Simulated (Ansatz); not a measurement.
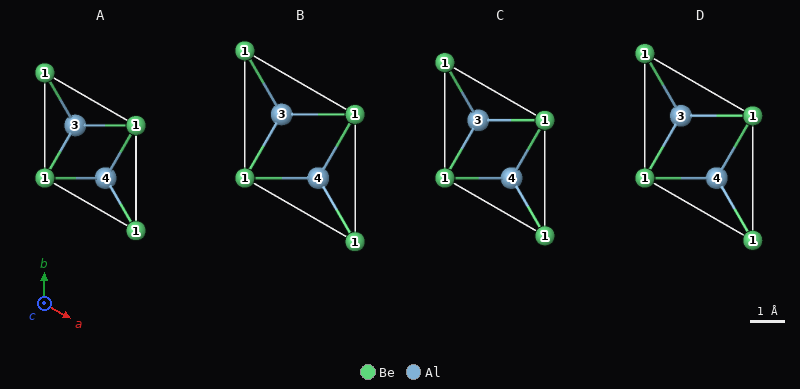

4 geometries from one relaxation of a crystal of BeAl (a generated structure, set up in P6_3/mmc) (coarse preliminary run), in shuffled order. The picture is a ball-and-stick view of the cell of the calculation, seen along the c axis.

Theory: DFT PBE, scalar-relativistic, plane waves, PAW in Ansatz. (plane-wave cutoff 420 eV; k-point mesh 6 × 6 × 4; occupations gaussian; smearing width 0.1 eV; no spin polarisation; cell and atoms relaxed; force threshold 0.04 eV/Å; at most 70 steps)

> Order the frames from highest to lowest energy.

A, C, D, B. They are steps 0, 2, 4, 11, at +588 meV per atom, +164 meV per atom, +32.3 meV per atom relative to the last. The atoms keep their places relative to the cell (all moves are under 0.005 Å). The drawn cell changes as follows: a = b 3.148 → 3.806 Å (+20.9 %), c 4.912 → 4.233 Å (−13.8 %); the volume changes by +26.0 %. Among the contacts that change: Be–Be 2.456 → 2.117 Å, Al–Be 2.193 → 2.439 Å. Among the angles between lasting bonds that change: Al–Be–Al 91.7° → 102.6°, Al–Be–Al 88.3° → 77.4°, Be–Al–Be 91.7° → 102.6°. The space group stays P6_3/mmc (No. 194). After 9 accepted moves (11 points after the start) the energy has fallen by 588 meV per atom. All forces vanish by symmetry, so only the cell relaxes. The pressure goes from 34.10 to 0.02 GPa. At 2 points the geometry stayed and the basis and grid were re-selected for the new cell (energy shift of 10.7 meV per atom at most each time). The run took 11 s on 1 thread of Arm Neoverse V1 (shared host), peak memory 0.29 GiB.
